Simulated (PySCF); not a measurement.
SMILES B1OBOBO1, singlet at its PBE0/def2-SVP optimised geometry (Å):

```
9

B      0.7700     0.0147    -0.0009
O      0.0715     1.1945     0.0000
B     -1.2995     1.1945     0.0000
O     -1.9718    -0.0004     0.0001
B     -1.2865    -1.1878    -0.0009
O      0.0845    -1.1726    -0.0021
H      1.9718     0.0214    -0.0002
H     -1.9064     2.2318     0.0000
H     -1.8817    -2.2318    -0.0005
```

Method: PBE0/def2-TZVP (PySCF). Cells within 0.4 Å of a nucleus heavier than hydrogen are left out (blank, or x).

Map of the deformation density (molecule minus spherical neutral atoms) (e/bohr³) on the plane z = 0.0 Å:

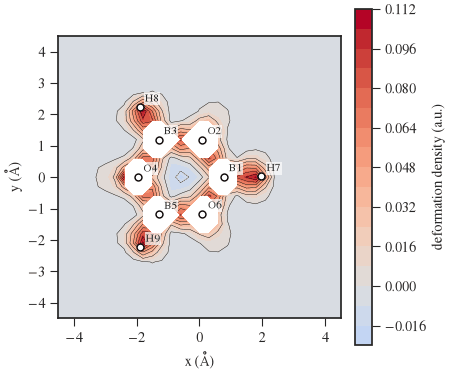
Figure. Deformation density (molecule minus spherical neutral atoms) (e/bohr³) on the plane z = 0.0 Å.
